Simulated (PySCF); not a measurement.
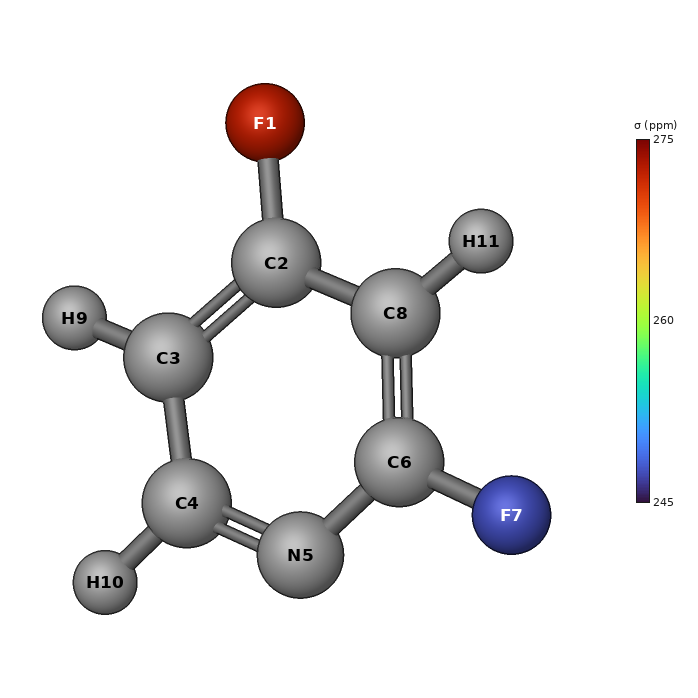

Atoms are coloured by their isotropic NMR shieldings (F only, the others grey). The computed structure is the end point of a PBE0-D3(BJ)/def2-SVP optimisation. No frequency run is at hand to confirm it as a minimum. Level of theory: GIAO PBE0/pcSseg-1 NMR shielding, non-relativistic, IEF-PCM dimethylsulfoxide (PySCF 2.14.0).

List the isotropic NMR shieldings of the F atoms.

```
atom  σ (ppm)
  F1    272.6
  F7    247.5
```
